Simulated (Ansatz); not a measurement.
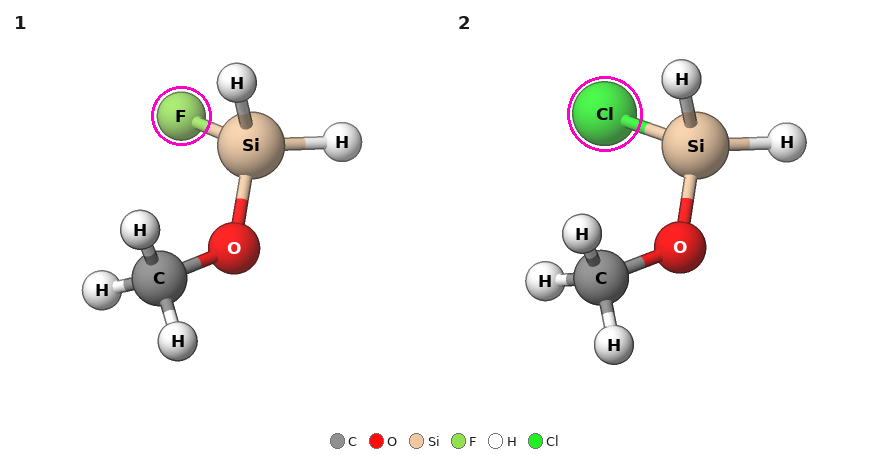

2 molecules with one skeleton, seen from the same side and at one scale; the atom that differs is circled. Charge 0, singlet. Computed geometries: PBE0-D4/def2-TZVP optimisations, one conformation each. Properties computed with Ansatz 0.2.0.

One atom differs, called X below: F in panel 1, Cl in panel 2. Their formulas are CH5FOSi (`CO[SiH2]F`), CH5ClOSi (`CO[SiH2]Cl`).

### In which is the HOMO–LUMO gap larger (ωB97M-V/def2-TZVPP)?

In panel 1 (X = F).

### In which is the length of X–Si larger (PBE0-D4/def2-TZVP)?

In panel 2 (X = Cl).

Give the values. With PBE0-D4/def2-TZVP: length of X–Si (Å), mean angle X–Si–H (°), dipole moment (D), harmonic zero-point energy (kJ/mol). With ωB97M-V/def2-TZVPP: HOMO energy (Kohn–Sham orbital) (eV), HOMO–LUMO gap (eV).

| quantity | 1 (F) | 2 (Cl) | 2 − 1 |
| --- | --- | --- | --- |
| length of X–Si (Å) | 1.598 | 2.057 | +0.459 |
| mean angle X–Si–H (°) | 107.1 | 107.3 | +0.2 |
| dipole moment (D) | 1.61 | 1.52 | −0.09 |
| harmonic zero-point energy (kJ/mol) | 164.9 | 161.7 | −3.2 |
| HOMO energy (Kohn–Sham orbital) (eV) | −11.19 | −10.98 | +0.21 |
| HOMO–LUMO gap (eV) | 13.61 | 13.20 | −0.41 |
